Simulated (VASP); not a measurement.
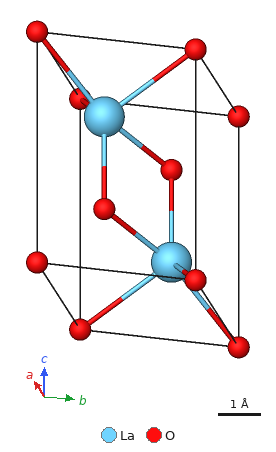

A crystal of La2O3 (set up in P-3m1), before the relaxation. The picture is a ball-and-stick view of the cell of the calculation, seen from a free direction.

The run lets cell and atoms move.

These are results of VASP 6.6.1, Kohn-Sham DFT of a periodic cell, PBE, VASP PAW PBE potentials, recommended, not measurements.

Input file:
```
PREC = Accurate ; ENCUT = 600
EDIFF = 1E-6 ; ISMEAR = 0
SIGMA = 0.02 ; LREAL = False
LASPH = True ; NELM = 120
ALGO = Fast ; ISIF = 3
LWAVE = False ; LCHARG = False
GGA = PE ; IBRION = 2
NSW = 80 ; EDIFFG = -0.005
KPAR = 4
```

Command:
```bash
cat potpaw_PBE.64/La/POTCAR potpaw_PBE.64/O/POTCAR > POTCAR
mpirun -np 4 vasp_std > vasp.out
```

The structure:
```xyz
5
Lattice="3.9308 0.0000 0.0000 -1.9654 3.4042 0.0000 0.0000 0.0000 6.1120" Properties=species:S:1:pos:R:3 pbc="T T T"
La    1.9654    1.1347    4.6070
La    0.0000    2.2694    1.5050
O     1.9654    1.1347    2.1643
O     0.0000    2.2694    3.9477
O     0.0000    0.0000    0.0000
```

### Predict the outcome.

Over 16 geometry steps the energy falls by 5.6 meV per cell of the calculation. The largest force component goes from 0.014 to 0.0045 eV/Å. The pressure goes from 1.16 to 0.01 GPa. The largest moves relative to the cell, 0.006 Å, are those of La atoms. By element the largest moves are La 0.006 Å, O 0.003 Å. The drawn cell changes as follows: a = b 3.931 → 3.937 Å (+0.2 %), c 6.112 → 6.178 Å (+1.1 %); the volume changes by +1.4 %. Some distances before and after: La–O 2.443 → 2.460 Å, La–O 2.723 → 2.738 Å, La–O 2.363 → 2.368 Å. The space group stays P-3m1 (No. 164). It ran on 4 threads of Intel(R) Xeon(R) 6975P-C (Granite Rapids), on a shared host.

The end point in the same view:

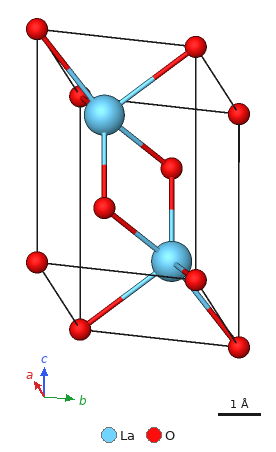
